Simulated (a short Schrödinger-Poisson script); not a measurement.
Structure: gated Al0.2Ga0.8N/GaN polarisation-induced gas, at 300 K.

```tsv
layer	material	thickness (nm)	Na (cm⁻³)
1	Al0.2Ga0.8N	10	-
2	GaN	6000	4e14
```

Constants are typed, rounded textbook-type inputs, not results; the design itself was drawn at random and stands for no fabricated device. Al0.2Ga0.8N: permittivity 9.38, conduction-band edge (eV) 0.262, gap (eV) 3.804, electron mass (mₑ) 0.224, Nv at 300 K (cm⁻³) 4.6e19. GaN: permittivity 9.5, conduction-band edge (eV) 0, gap (eV) 3.43, Nv at 300 K (cm⁻³) 4.6e19.

Channel valleys (confinement mass, in-plane density-of-states mass, number): Γ 0.2, 0.2, 1. At the gate the conduction-band edge of layer 1 lies 1.1 eV − eVg above the Fermi level of the channel; the field vanishes at the back. Sheet of polarisation charge: +9.4e12 e/cm² at 10 nm from the gate. The barrier under the gate holds no holes. Gaps are held at their typed values at every temperature. Mesh 0.08 nm at interfaces.

From a short Schrödinger-Poisson script (our own, NumPy): 1D Poisson equation in equilibrium, electrons quantum, Hartree plus LDA exchange-correlation (BenDaniel-Duke, 40 states a valley, the channel's in-plane mass for all, wave functions free to enter the barrier), parabolic valleys, classical holes, full ionisation, no traps, pinning or gate leakage.

Only gate voltages with over 1e8 electrons/cm² are shown.

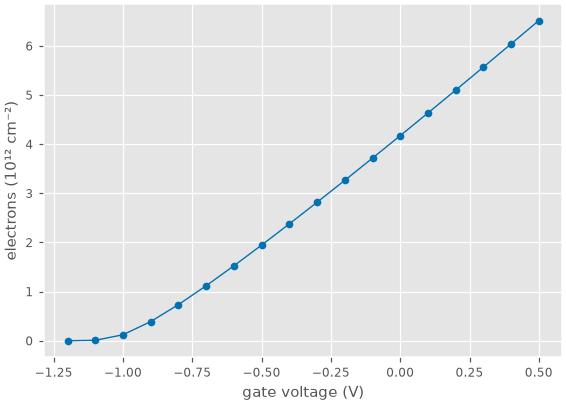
*Sheet density against gate voltage*

| Vg (V) | electrons (cm⁻²) | in the channel layer | C (μF/cm²) | Γ E0 (meV) | Γ E1 (meV) |
|---|---|---|---|---|---|
| 0.5 | 6.52e12 | 5.92e12 | 0.765 | -66.5 | 32.4 |
| 0.3 | 5.57e12 | 5.15e12 | 0.754 | -55.3 | 36.7 |
| 0.1 | 4.63e12 | 4.36e12 | 0.742 | -43.6 | 40.9 |
| -0.1 | 3.72e12 | 3.54e12 | 0.728 | -31.1 | 45.4 |
| -0.3 | 2.82e12 | 2.72e12 | 0.711 | -17.4 | 50.4 |
| -0.5 | 1.95e12 | 1.90e12 | 0.684 | -1.3 | 56.8 |
| -0.7 | 1.12e12 | 1.10e12 | 0.636 | 19.8 | 66.4 |
| -0.9 | 3.90e11 | 3.88e11 | 0.508 | 55.7 | 87.3 |
| -1.1 | 8.58e9 | 8.56e9 | 0.0526 | 165.4 | 182.8 |

Subbands count from the Fermi level.
